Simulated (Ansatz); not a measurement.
```xyz
6
charge 0, multiplicity 2
Li   -2.0132   -0.6093   -0.0387
B    -0.0280   -1.3937    0.1776
O     1.1306   -0.6345    0.4482
B    -0.0436    0.1436    0.3575
H    -0.1949   -2.5621    0.0130
H    -0.2340    1.3148    0.4668
```

Describe the molecule in this file.

Formula B₂H₂LiO. The point group is C2v. It is an open-shell species. All atoms lie on one plane. Coordination, clear cases only: 2 B see-saw.

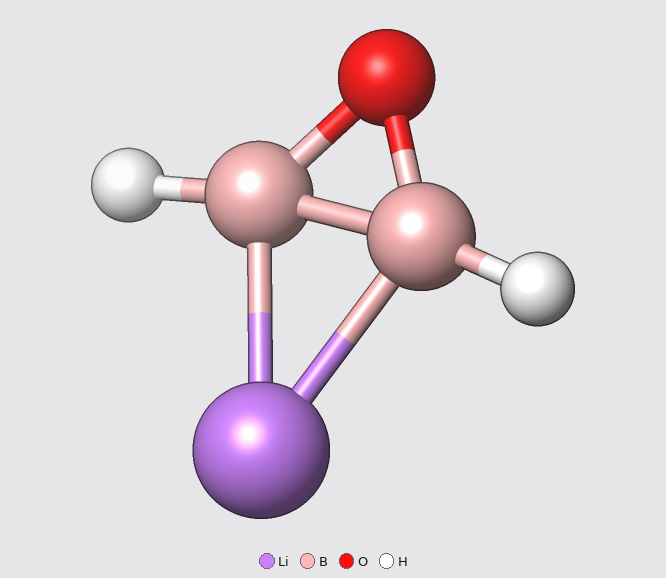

Simulated data, not a measurement (program: Ansatz).
